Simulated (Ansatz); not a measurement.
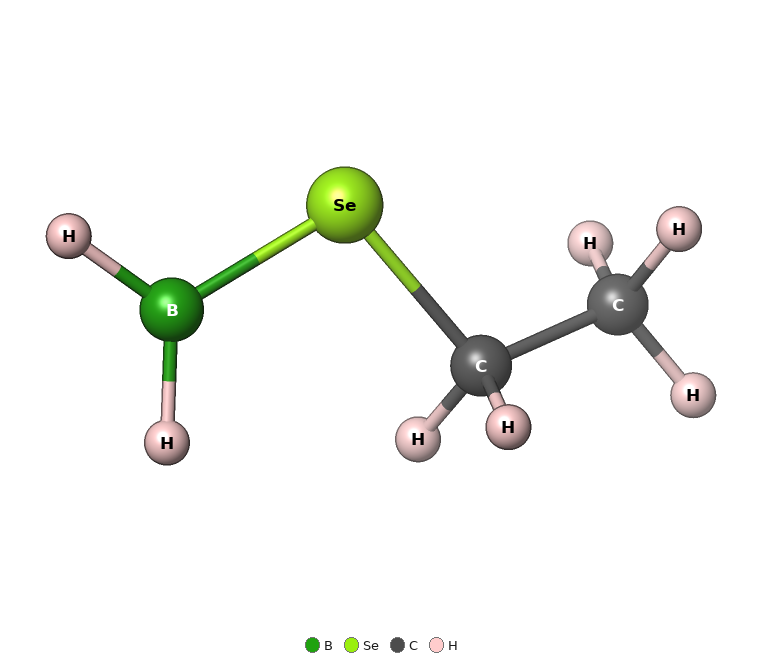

Orthographic view. Depth is shown by fading: the farther an atom, the more it takes the colour of the background. The computed structure is the end point of a PBE-D4/def2-SVP optimisation. No frequency run is at hand to confirm it as a minimum.

Write the InChI string.

Answer. InChI=1S/C2H7BSe/c1-2-4-3/h2-3H2,1H3
